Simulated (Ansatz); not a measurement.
**Run report: SiH₃F₃, geometry relaxation (part 2 of 2)**

Continued. System: SiH₃F₃. Method: RKS PBE0-D4/def2-TZVP (Ansatz 0.2.0). The geometry is a transition state displaced along its imaginary mode. The reaction was set up to form Si1–H7 and F2–H6 and to break Si1–F2 and H6–H7 (atoms counted from 1 in the order of the input); sticks are drawn by distance alone.

Geometry of the input (Å):
```
Si -0.3143  0.2802  -0.2497
F  1.3937  -0.4808  0.8174
F  -1.6252  0.2829  -1.1150
F  -0.6343  1.1348  1.0633
H  0.7098  0.9776  -1.1009
H  0.8068  -0.9965  0.5890
H  -0.3366  -1.1982  -0.0041
```

### Trajectory as extended XYZ, continued
```
7
Properties=species:S:1:pos:R:3:forces:R:3 step=8 energy=-16073.45853
Si   -0.6371    0.3455   -0.4667    0.0394  -0.0861   0.0630
F     1.8192   -0.5931    0.8314   -0.0097  -0.0702   0.0300
F    -1.9354    0.7389   -1.2912   -0.0580   0.0686  -0.0478
F    -0.7820    1.0017    0.9718    0.0122   0.0127  -0.0255
H     0.5343    0.9034   -1.1618   -0.0233   0.0155   0.0131
H     1.6619   -1.2759    1.4320    0.0147   0.0724  -0.0237
H    -0.6609   -1.1206   -0.3154    0.0246  -0.0129  -0.0091
7
Properties=species:S:1:pos:R:3:forces:R:3 step=9 energy=-16073.45915
Si   -0.6409    0.3334   -0.4711    0.0534   0.0551  -0.0572
F     1.8061   -0.6408    0.7981    0.1104   0.4692  -0.6162
F    -1.9410    0.7650   -1.2755   -0.0588   0.0165  -0.0360
F    -0.7688    0.9770    0.9745    0.0190  -0.0407   0.0311
H     0.5241    0.9057   -1.1684   -0.0190  -0.0241   0.0315
H     1.6892   -1.2055    1.5011   -0.1043  -0.4611   0.6229
H    -0.6688   -1.1348   -0.3586   -0.0006  -0.0150   0.0239
7
Properties=species:S:1:pos:R:3:forces:R:3 step=11 energy=-16073.29460 accepted=F
Si   -0.6374    0.3174   -0.4886    0.0020  -0.0964  -0.0586
F     1.8050   -0.7635    0.6885   -0.5440  -0.8615   3.7136
F    -1.9531    0.8253   -1.2264    0.0446   0.0114   0.0353
F    -0.7106    0.8609    1.0048    0.0284  -0.0135  -0.0119
H     0.5242    0.9040   -1.1801   -0.0447   0.0113   0.0344
H     1.6618   -0.9868    1.6622    0.5298   0.8878  -3.7080
H    -0.6900   -1.1573   -0.4604   -0.0162   0.0609  -0.0048
7
Properties=species:S:1:pos:R:3:forces:R:3 step=12 energy=-16073.47342
Si   -0.6439    0.3119   -0.4865   -0.0403  -0.0259   0.0157
F     1.8462   -0.6705    0.7559   -0.0845  -0.1634   0.2656
F    -1.9416    0.8351   -1.2427    0.0204  -0.0040   0.0149
F    -0.7227    0.8691    1.0002    0.0151  -0.0038  -0.0037
H     0.5318    0.8681   -1.1690    0.0209   0.0343  -0.0171
H     1.6524   -1.0546    1.5772    0.0652   0.1658  -0.2617
H    -0.7220   -1.1590   -0.4351    0.0031  -0.0031  -0.0138
7
Properties=species:S:1:pos:R:3:forces:R:3 step=13 energy=-16073.48093
Si   -0.6278    0.2990   -0.4909   -0.0179  -0.0188   0.0065
F     1.8152   -0.6952    0.7436   -0.0475  -0.1127   0.1953
F    -1.9418    0.8476   -1.1992    0.0120   0.0017   0.0160
F    -0.6650    0.8206    1.0114   -0.0020  -0.0011  -0.0036
H     0.5314    0.8714   -1.1911    0.0063   0.0160  -0.0025
H     1.6022   -0.9715    1.6012    0.0439   0.1131  -0.1961
H    -0.7143   -1.1720   -0.4750    0.0051   0.0018  -0.0156
7
Properties=species:S:1:pos:R:3:forces:R:3 step=15 energy=-16073.48705
Si   -0.6206    0.2911   -0.4899   -0.0165   0.0146  -0.0236
F     1.8082   -0.7302    0.7309   -0.0376  -0.0721   0.1385
F    -1.9388    0.8549   -1.1785    0.0138  -0.0047   0.0203
F    -0.6441    0.7961    1.0196    0.0075  -0.0261  -0.0074
H     0.5338    0.8728   -1.1920   -0.0015   0.0062   0.0078
H     1.5724   -0.9053    1.6078    0.0320   0.0772  -0.1344
H    -0.7109   -1.1795   -0.4978    0.0022   0.0050  -0.0011
7
Properties=species:S:1:pos:R:3:forces:R:3 step=16 energy=-16073.49324
Si   -0.6182    0.2833   -0.4964   -0.0140   0.0119  -0.0244
F     1.8108   -0.7615    0.7345   -0.0751  -0.0660   0.2509
F    -1.9413    0.8727   -1.1538    0.0310  -0.0125   0.0250
F    -0.6154    0.7573    1.0240    0.0029  -0.0175   0.0065
H     0.5337    0.8695   -1.1989   -0.0069   0.0082   0.0024
H     1.5484   -0.8353    1.6203    0.0650   0.0740  -0.2520
H    -0.7180   -1.1860   -0.5296   -0.0029   0.0019  -0.0083
7
Properties=species:S:1:pos:R:3:forces:R:3 step=17 energy=-16073.49072 accepted=F
Si   -0.6112    0.2777   -0.4966   -0.0531  -0.0334  -0.0725
F     1.8021   -0.8419    0.7268   -0.3588   0.1247   1.1246
F    -1.9390    0.8799   -1.1325    0.0383  -0.0061   0.0319
F    -0.5976    0.7231    1.0332    0.0375  -0.0117   0.0317
H     0.5347    0.8797   -1.1959    0.0020   0.0077   0.0145
H     1.5236   -0.7278    1.6215    0.3336  -0.0982  -1.1199
H    -0.7126   -1.1906   -0.5564    0.0006   0.0170  -0.0103
7
Properties=species:S:1:pos:R:3:forces:R:3 step=19 energy=-16073.50363
Si   -0.6125    0.2733   -0.5006   -0.0044  -0.0202  -0.0087
F     1.8081   -0.8198    0.7423   -0.0785  -0.0097   0.2254
F    -1.9378    0.8906   -1.1231   -0.0033   0.0070   0.0052
F    -0.5862    0.7095    1.0324    0.0243  -0.0148   0.0103
H     0.5355    0.8688   -1.2017    0.0013   0.0085   0.0075
H     1.5180   -0.7290    1.6176    0.0584   0.0268  -0.2274
H    -0.7251   -1.1934   -0.5668    0.0022   0.0024  -0.0122
7
Properties=species:S:1:pos:R:3:forces:R:3 step=20 energy=-16073.51123
Si   -0.6061    0.2639   -0.5041   -0.0111  -0.0155  -0.0231
F     1.8094   -0.8473    0.7610   -0.0692   0.0073   0.1718
F    -1.9362    0.9046   -1.0918    0.0086   0.0001   0.0135
F    -0.5498    0.6709    1.0374    0.0214  -0.0147   0.0132
H     0.5362    0.8653   -1.2099   -0.0007   0.0037   0.0106
H     1.4767   -0.6567    1.6038    0.0483   0.0106  -0.1770
H    -0.7301   -1.2006   -0.5964    0.0028   0.0083  -0.0091
7
Properties=species:S:1:pos:R:3:forces:R:3 step=21 energy=-16073.52098
Si   -0.5932    0.2474   -0.5062   -0.0044  -0.0182  -0.0322
F     1.7971   -0.8720    0.7877   -0.0535   0.0259   0.1591
F    -1.9265    0.9229   -1.0430    0.0034   0.0025   0.0149
F    -0.4951    0.6123    1.0462    0.0022  -0.0014   0.0190
H     0.5429    0.8551   -1.2167   -0.0013   0.0017   0.0104
H     1.4123   -0.5538    1.5682    0.0507  -0.0207  -0.1677
H    -0.7376   -1.2120   -0.6361    0.0029   0.0102  -0.0033
7
Properties=species:S:1:pos:R:3:forces:R:3 step=23 energy=-16073.47215 accepted=F
Si   -0.5969    0.2371   -0.5242   -0.1481  -0.0320  -0.0134
F     1.8319   -1.0094    0.9233   -1.0452   1.5459   1.2802
F    -1.9404    0.9503   -0.9805    0.0726  -0.0241   0.0225
F    -0.4435    0.5315    1.0437    0.0874   0.0091  -0.0338
H     0.5276    0.8680   -1.2328    0.0215   0.0034   0.0206
H     1.3740   -0.3630    1.4829    1.0004  -1.5279  -1.2764
H    -0.7527   -1.2145   -0.7125    0.0115   0.0256   0.0002
7
Properties=species:S:1:pos:R:3:forces:R:3 step=24 energy=-16073.53126
Si   -0.5922    0.2358   -0.5192    0.0031  -0.0123  -0.0141
F     1.8501   -0.9159    0.8915   -0.0142   0.0100   0.0284
F    -1.9296    0.9494   -0.9829   -0.0196   0.0139   0.0110
F    -0.4274    0.5451    1.0440    0.0095  -0.0014   0.0018
H     0.5355    0.8498   -1.2363    0.0104   0.0027  -0.0007
H     1.3197   -0.4477    1.4880    0.0099  -0.0035  -0.0204
H    -0.7561   -1.2164   -0.6851    0.0010  -0.0094  -0.0061
7
Properties=species:S:1:pos:R:3:forces:R:3 step=25 energy=-16073.53280
Si   -0.5960    0.2343   -0.5339   -0.0054   0.0132   0.0463
F     1.8718   -0.9249    0.9456    0.0415  -0.0328  -0.0212
F    -1.9404    0.9605   -0.9548   -0.0050   0.0002  -0.0072
F    -0.3985    0.5258    1.0308    0.0041  -0.0102  -0.0283
H     0.5223    0.8532   -1.2622    0.0023  -0.0038  -0.0041
H     1.3069   -0.4329    1.4872   -0.0393   0.0327   0.0211
H    -0.7661   -1.2161   -0.7127    0.0017   0.0007  -0.0067
7
Properties=species:S:1:pos:R:3:forces:R:3 step=27 energy=-16073.53390
Si   -0.6052    0.2359   -0.5454   -0.0119   0.0063  -0.0063
F     1.9118   -0.9332    1.0063   -0.0337   0.0285   0.0299
F    -1.9515    0.9733   -0.9384    0.0050  -0.0022   0.0028
F    -0.3787    0.5073    1.0184    0.0117  -0.0094  -0.0037
H     0.5074    0.8541   -1.2837   -0.0011  -0.0022   0.0027
H     1.2998   -0.4254    1.4813    0.0280  -0.0239  -0.0273
H    -0.7836   -1.2120   -0.7384    0.0020   0.0029   0.0019
7
Properties=species:S:1:pos:R:3:forces:R:3 step=28 energy=-16073.53386 accepted=F
Si   -0.6132    0.2367   -0.5582   -0.0073   0.0026  -0.0020
F     1.9422   -0.9377    1.0586   -0.1892   0.1536   0.1285
F    -1.9615    0.9855   -0.9210    0.0144  -0.0071   0.0041
F    -0.3584    0.4885    1.0048    0.0070  -0.0049  -0.0028
H     0.4934    0.8555   -1.3054   -0.0055   0.0001   0.0010
H     1.2968   -0.4198    1.4838    0.1823  -0.1497  -0.1291
H    -0.7995   -1.2087   -0.7626   -0.0017   0.0053   0.0003
7
Properties=species:S:1:pos:R:3:forces:R:3 step=29 energy=-16073.53421
Si   -0.6087    0.2358   -0.5523    0.0113  -0.0116  -0.0172
F     1.9247   -0.9331    1.0334   -0.0532   0.0459   0.0483
F    -1.9557    0.9801   -0.9264   -0.0118   0.0067  -0.0030
F    -0.3648    0.4949    1.0104    0.0035   0.0031   0.0217
H     0.5001    0.8541   -1.2962   -0.0022   0.0008  -0.0005
H     1.2962   -0.4213    1.4834    0.0543  -0.0466  -0.0489
H    -0.7918   -1.2105   -0.7523   -0.0018   0.0016  -0.0004
7
Properties=species:S:1:pos:R:3:forces:R:3 step=31 energy=-16073.53485
Si   -0.6158    0.2373   -0.5662   -0.0031   0.0021  -0.0020
F     1.9591   -0.9354    1.0995   -0.0012  -0.0011   0.0038
F    -1.9664    0.9914   -0.9054    0.0003   0.0004   0.0019
F    -0.3385    0.4767    0.9951   -0.0005  -0.0018  -0.0025
H     0.4823    0.8587   -1.3234   -0.0007  -0.0011   0.0003
H     1.2872   -0.4224    1.4772    0.0045   0.0012  -0.0003
H    -0.8079   -1.2063   -0.7767    0.0006   0.0003  -0.0013
7
Properties=species:S:1:pos:R:3:forces:R:3 step=32 energy=-16073.53497
Si   -0.6232    0.2394   -0.5796    0.0063  -0.0111   0.0102
F     1.9787   -0.9481    1.1545   -0.0746   0.0654   0.0415
F    -1.9778    0.9990   -0.8871    0.0002   0.0022   0.0013
F    -0.3171    0.4610    0.9793   -0.0052   0.0078  -0.0104
H     0.4644    0.8654   -1.3483   -0.0020   0.0026   0.0005
H     1.2941   -0.4145    1.4823    0.0782  -0.0691  -0.0408
H    -0.8191   -1.2021   -0.8012   -0.0029   0.0022  -0.0024
7
Properties=species:S:1:pos:R:3:forces:R:3 step=34 energy=-16073.53524
Si   -0.6281    0.2400   -0.5864   -0.0012  -0.0009   0.0017
F     1.9987   -0.9433    1.1837    0.0010  -0.0003   0.0007
F    -1.9819    1.0062   -0.8801    0.0006   0.0010  -0.0003
F    -0.3097    0.4528    0.9708    0.0016  -0.0002  -0.0017
H     0.4564    0.8656   -1.3598   -0.0010   0.0005   0.0001
H     1.2959   -0.4216    1.4855   -0.0007   0.0007   0.0006
H    -0.8313   -1.1996   -0.8138   -0.0003  -0.0007  -0.0013
7
Properties=species:S:1:pos:R:3:forces:R:3 step=35 energy=-16073.53531
Si   -0.6330    0.2406   -0.5944   -0.0020   0.0007   0.0037
F     2.0145   -0.9439    1.2162   -0.0207   0.0158   0.0090
F    -1.9871    1.0129   -0.8700    0.0047  -0.0018   0.0006
F    -0.2986    0.4421    0.9611    0.0002  -0.0003  -0.0044
H     0.4465    0.8674   -1.3739   -0.0014   0.0009   0.0005
H     1.2999   -0.4220    1.4902    0.0202  -0.0154  -0.0089
H    -0.8421   -1.1970   -0.8291   -0.0009   0.0003  -0.0004
7
Properties=species:S:1:pos:R:3:forces:R:3 step=36 energy=-16073.53534
Si   -0.6371    0.2407   -0.6007    0.0023   0.0023   0.0019
F     2.0274   -0.9433    1.2425   -0.0291   0.0215   0.0110
F    -1.9905    1.0187   -0.8620   -0.0002  -0.0011   0.0004
F    -0.2898    0.4328    0.9530   -0.0005  -0.0018  -0.0027
H     0.4384    0.8687   -1.3848   -0.0003  -0.0009   0.0002
H     1.3035   -0.4226    1.4940    0.0282  -0.0211  -0.0118
H    -0.8520   -1.1951   -0.8419   -0.0004   0.0011   0.0010
7
Properties=species:S:1:pos:R:3:forces:R:3 step=38 energy=-16073.53536
Si   -0.6392    0.2408   -0.6043   -0.0016   0.0008   0.0003
F     2.0350   -0.9415    1.2582   -0.0014   0.0011   0.0006
F    -1.9921    1.0223   -0.8571    0.0004  -0.0002   0.0000
F    -0.2848    0.4265    0.9484    0.0007  -0.0001   0.0009
H     0.4345    0.8690   -1.3907    0.0001  -0.0010  -0.0004
H     1.3050   -0.4233    1.4944    0.0010  -0.0009  -0.0008
H    -0.8584   -1.1938   -0.8489    0.0008   0.0003  -0.0007
7
Properties=species:S:1:pos:R:3:forces:R:3 step=39 energy=-16073.53536
Si   -0.6405    0.2409   -0.6060    0.0011  -0.0015  -0.0024
F     2.0387   -0.9407    1.2663    0.0001  -0.0001   0.0000
F    -1.9930    1.0243   -0.8542    0.0006  -0.0002   0.0006
F    -0.2820    0.4233    0.9462   -0.0005   0.0003  -0.0001
H     0.4323    0.8686   -1.3940   -0.0002   0.0016   0.0007
H     1.3056   -0.4234    1.4948    0.0000   0.0001   0.0001
H    -0.8611   -1.1930   -0.8531   -0.0012  -0.0001   0.0012
```

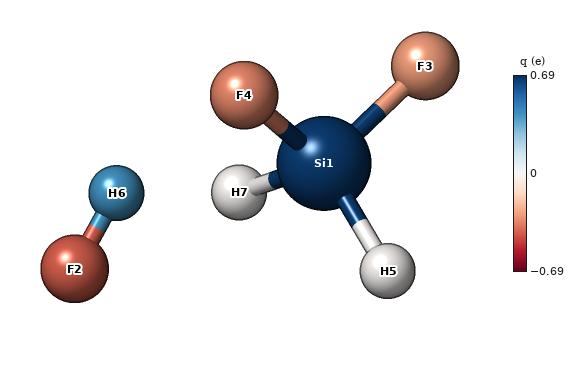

Mulliken charges, as the colour of each atom (ball-and-stick view, seen at a tilt; atoms are numbered from 1 in the order of the input). By element: Si +0.65, F −0.41 to −0.29 and H −0.02 to +0.41 e.

### Key numbers

- outcome: converged
- total energy: −16073.5354 eV
- mean-field energy: −16073.4662 eV
- dispersion energy: −0.0692 eV
- SCF solution under orbital rotations: stable
- largest force (length of the vector) at the end: 0.003 eV/Å
- dipole moment: 1.48 D
- hardware: 2 CPU threads, shared host
- wall time: 83 s (CPU time 2.7 min)
- peak memory: 0.27 GiB
